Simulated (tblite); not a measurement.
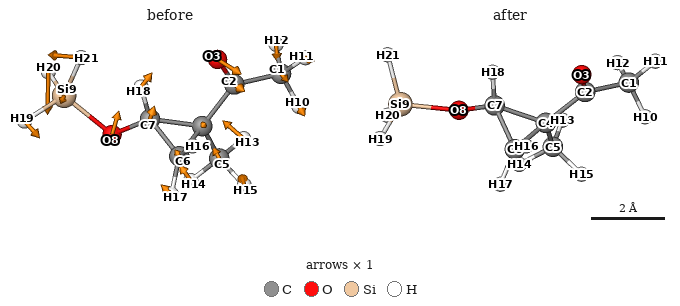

The structure of C₆H₁₂O₂Si before (left) and after (right) a relaxation, at one scale. The orange arrows give the displacements, at their true length.

The picture is a ball-and-stick view, seen at a tilt.

Theory: GFN2-xTB geometry optimisation, gas phase in tblite. 

Q: Summarise the run.

A: H20 moves most after the best rigid fit: 1.23 Å. By element the largest moves are H 1.23 Å, O 0.93 Å, C 0.47 Å, Si 0.28 Å. Near-neighbour distances that change, for instance: O8–Si9 1.721 → 1.624 Å, C1–C2 1.463 → 1.507 Å, C1–H11 1.131 → 1.087 Å, C4–C7 1.488 → 1.527 Å. Among the angles between lasting bonds that change: C7–O8–Si9 106.4° → 130.1°, O8–Si9–H20 111.2° → 98.4°, C5–C4–C6 110.9° → 117.8°. Groups turn about O8–Si9 by about 55°, C7–O8 by about 40°, C1–C2 by about 30°. Over 115 geometry steps the energy falls by 110.9 kJ/mol. The run took 1.6 s on 1 thread of Arm Neoverse N1 (shared host).
